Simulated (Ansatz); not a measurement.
**Ligand exchange: CH2ClF + AuOH → CH3FO + AuCl**

Species: CH2ClF (chlorofluoromethane) `FCCl`, singlet; AuOH `[OH][Au]`, singlet; CH3FO `OCF`, singlet; AuCl (gold monochloride), singlet. The partners trade Cl for OH: C–Cl and Au–OH bonds give way to C–OH and Au–Cl.

Shapes, held fixed at every level: PBE0-D4/def2-TZVP. Flexible molecules stand in one conformer, not always the lowest. Programs: Ansatz 0.2.0. The zero-point and thermal change to 298 K, harmonic and unscaled (PBE0-D4/def2-TZVP), is +6.6 kJ/mol.

| level | kind | ΔH(298 K) (kJ/mol) | less CCSD(T)/def2-TZVPP | CPU time (sum over the molecules) |
| --- | --- | --- | --- | --- |
| SPW92/def2-TZVPP | LDA | -126.1 | +7.0 | 5 s |
| PBE-D4/def2-TZVPP | GGA | -117.9 | +15.2 | 8.5 s |
| B3LYP-D4/def2-TZVPP | global hybrid | -131.3 | +1.8 | 12 s |
| r2SCAN0-D4/def2-TZVPP | global hybrid | -144.1 | -11.0 | 14 s |
| wB97M-V/def2-TZVPP | range-separated hybrid | -141.9 | -8.8 | 29 s |
| CCSD/def2-SVP | coupled cluster or CI | -150.9 | -17.8 | – |
| CCSD(T)/def2-TZVPP | coupled cluster or CI | -133.1 | 0.0 | 48 s |

The highest level, CCSD(T)/def2-TZVPP, gives ΔH(298 K) = -133.1 kJ/mol; the levels span -150.9 to -117.9. The column of differences is taken from that level and isn't an error. No measured value is set beside it here. T1 is large for AuOH, AuCl, so single-reference values are less sure there. For atoms past krypton def2 sets carry core potentials with scalar relativity. Correlated rows may include outer-core shells of Au, which these sets cover unevenly. Times are processor times on shared x86 and Arm servers, and rough.

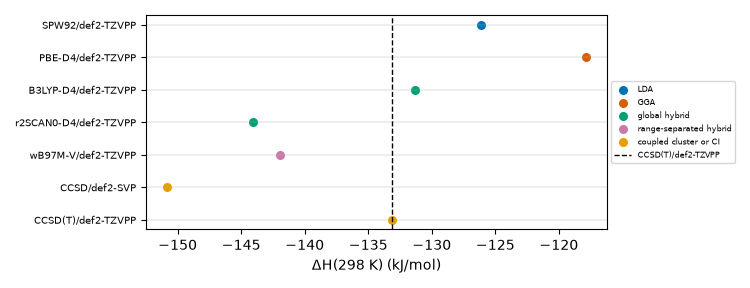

The values of the table, level by level.
